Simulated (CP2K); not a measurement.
# IPEA1-xTB run of CH2Cl2SSi (SMILES Cl[Si]1(Cl)CS1)

Aim: the energy difference between two shapes of CH2Cl2SSi at IPEA1-xTB, from 2 runs. 

The results are computed with CP2K 2026.2.

2 further runs of the same task are left out: 2 set aside as unsound or not needed.

### Step 1. Starting point

The species is CH2Cl2SSi (7 atoms), meant as a singlet with charge 0. As SMILES, `Cl[Si]1(Cl)CS1`. Geometry: relaxed at GFN2-xTB.

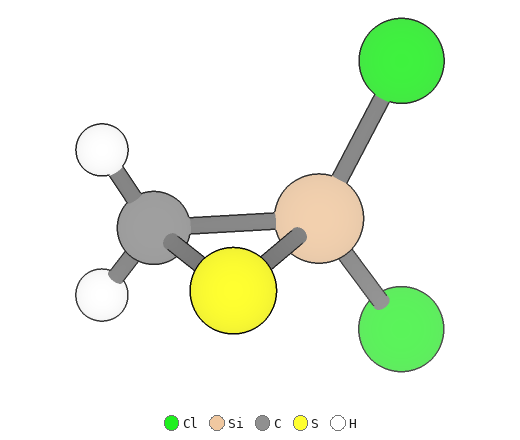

The structure, seen from a chosen angle (chlorine green, silicon light orange, carbon grey, sulfur yellow, hydrogen white).

### Step 2. A single-point energy at IPEA1-xTB

molecule.xyz

```xyz
7

Cl    -0.902650    -2.335880    -0.443980
Si     0.259430    -0.800640     0.103920
Cl     1.507970    -1.286440     1.591290
C     -0.375550     0.950620    -0.043860
S      0.902490     0.591580    -1.374730
H     -0.043630     1.723840     0.633940
H     -1.348060     1.156920    -0.466580
```

job.inp

```
&GLOBAL
  PROJECT_NAME job
  RUN_TYPE ENERGY
  PRINT_LEVEL MEDIUM
&END GLOBAL
&FORCE_EVAL
  METHOD QUICKSTEP
  &DFT
    &QS
      METHOD XTB
      EPS_DEFAULT 1.0E-10
      &XTB
        GFN_TYPE TBLITE
        &TBLITE
          METHOD IPEA1
        &END TBLITE
        CHECK_ATOMIC_CHARGES F
      &END XTB
    &END QS
    &POISSON
      PERIODIC NONE
      POISSON_SOLVER ANALYTIC
    &END POISSON
    &SCF
      SCF_GUESS ATOMIC
      EPS_SCF 1.0E-06
      MAX_SCF 150
      ADDED_MOS 4
      &DIAGONALIZATION
        ALGORITHM STANDARD
      &END DIAGONALIZATION
      &MIXING
        METHOD DIRECT_P_MIXING
        ALPHA 0.4
      &END MIXING
    &END SCF
    &PRINT
      &MOMENTS
        PERIODIC F
        REFERENCE COM
        MAX_MOMENT 1
      &END MOMENTS
      &MO ON
        ENERGIES T
        OCCUPATION_NUMBERS T
        NDIGITS 6
        &EACH
          QS_SCF 0
        &END EACH
        ADD_LAST NUMERIC
      &END MO
      &HIRSHFELD OFF
      &END HIRSHFELD
    &END PRINT
  &END DFT
  &SUBSYS
    &CELL
      ABC 10.9 12.1 11
      PERIODIC NONE
    &END CELL
    &TOPOLOGY
      COORD_FILE_NAME molecule.xyz
      COORD_FILE_FORMAT XYZ
      &CENTER_COORDINATES
      &END CENTER_COORDINATES
    &END TOPOLOGY
  &END SUBSYS
&END FORCE_EVAL
```

The run is started by

```console
$ OMP_NUM_THREADS=1 cp2k.psmp job.inp > job.out
```

The program printed:

```text
CP2K| version string:                                       CP2K version 2026.2
[...]
 GLOBAL| Method name                                                        CP2K
[...]
 GLOBAL| Run type                                                         ENERGY
[...]
                             - Atoms:                                          7
[...]
                             - Spherical basis functions:                     45
[...]
 Number of electrons:                                                         30
[...]
  *** SCF run converged in    12 steps ***
[...]
  Fermi energy:                                                -0.26660394398803
[...]
 TB_DIPOLE| Moment [Debye]         -0.96605960       0.11262727       1.08561085
 TB_DIPOLE| Derivative [a.u.]       0.00000000       0.00000000       0.00000000
[...]
 ENERGY| Total FORCE_EVAL ( QS ) energy [hartree]            -18.100149451659213
[...]
```

Run time: 0.26 s. Hardware: 1 thread of Arm Neoverse V1, shared host.

### Step 3. The distorted shape, same level

molecule.xyz

```xyz
7

Cl    -0.950572    -2.354149    -0.446362
Si     0.243146    -0.835548     0.129621
Cl     1.509675    -1.319594     1.571013
C     -0.393034     0.942669    -0.063313
S      0.899116     0.644871    -1.381584
H     -0.087982     1.717283     0.647054
H     -1.297197     1.199815    -0.461384
```

gas.inp

```
&GLOBAL
 PROJECT_NAME gas
 RUN_TYPE ENERGY
 PRINT_LEVEL MEDIUM
&END GLOBAL
&FORCE_EVAL
 METHOD QS
 &DFT
  CHARGE 0
  MULTIPLICITY 1
  &QS
   METHOD XTB
   EPS_DEFAULT 1.0E-10
   &XTB
    GFN_TYPE TBLITE
    &TBLITE
     METHOD IPEA1
    &END TBLITE
    CHECK_ATOMIC_CHARGES F
   &END XTB
  &END QS
  &POISSON
   PERIODIC NONE
   POISSON_SOLVER ANALYTIC
  &END POISSON
  &SCF
   SCF_GUESS ATOMIC
   EPS_SCF 1.0E-06
   MAX_SCF 150
   ADDED_MOS 4
   &DIAGONALIZATION
    ALGORITHM STANDARD
   &END DIAGONALIZATION
   &MIXING
    METHOD DIRECT_P_MIXING
    ALPHA 0.4
   &END MIXING
  &END SCF
  &PRINT
   &MOMENTS
    PERIODIC F
    REFERENCE COM
    MAX_MOMENT 1
   &END MOMENTS
   &MO ON
    ENERGIES T
    OCCUPATION_NUMBERS T
    NDIGITS 6
    &EACH
     QS_SCF 0
    &END EACH
    ADD_LAST NUMERIC
   &END MO
   &HIRSHFELD OFF
   &END HIRSHFELD
  &END PRINT
 &END DFT
 &SUBSYS
  &CELL
   ABC [angstrom] 10.8 12.1 11
   PERIODIC NONE
  &END CELL
  &TOPOLOGY
   COORD_FILE_NAME molecule.xyz
   COORD_FILE_FORMAT XYZ
   &CENTER_COORDINATES
   &END CENTER_COORDINATES
  &END TOPOLOGY
 &END SUBSYS
&END FORCE_EVAL
```

The run is started by

```console
$ OMP_NUM_THREADS=1 cp2k.psmp -i gas.inp -o gas.out
```

The program printed:

```text
CP2K| version string:                                       CP2K version 2026.2
[...]
 GLOBAL| Method name                                                        CP2K
[...]
 GLOBAL| Run type                                                         ENERGY
[...]
                             - Atoms:                                          7
[...]
                             - Spherical basis functions:                     45
[...]
 Number of electrons:                                                         30
[...]
  *** SCF run converged in    14 steps ***
[...]
  Fermi energy:                                                -0.27367833393533
[...]
 TB_DIPOLE| Moment [Debye]         -0.90468551      -0.25570392       1.49041633
 TB_DIPOLE| Derivative [a.u.]       0.00000000       0.00000000       0.00000000
[...]
 ENERGY| Total FORCE_EVAL ( QS ) energy [hartree]            -18.090249454285630
[...]
```

Run time: 0.26 s. Hardware: 1 thread of Arm Neoverse V1, shared host.

### Step 4. What came out

Level: IPEA1-xTB.

```
                                                  quantity         value
                                 first shape: total energy  -18.10015 Eh
    first shape: dipole moment (from atomic charges alone)        1.46 D
                                  first shape: HOMO energy     -11.09 eV
                                  first shape: LUMO energy      -6.36 eV
                                first shape: HOMO–LUMO gap       4.74 eV
                             distorted shape: total energy  -18.09025 Eh
distorted shape: dipole moment (from atomic charges alone)        1.76 D
                              distorted shape: HOMO energy     -10.86 eV
                              distorted shape: LUMO energy      -6.55 eV
                            distorted shape: HOMO–LUMO gap       4.31 eV
                    energy change with the atoms displaced      0.269 eV
```

**Reading.** With the atoms displaced the energy rises by 0.27 eV (26.0 kJ/mol). The first shape isn't relaxed at this level, so the change isn't measured from a minimum. The dipole (first shape) comes from point charges on the atoms alone, without atomic dipoles, so it is partial. The dipole (distorted shape) comes from point charges on the atoms alone, without atomic dipoles, so it is partial.
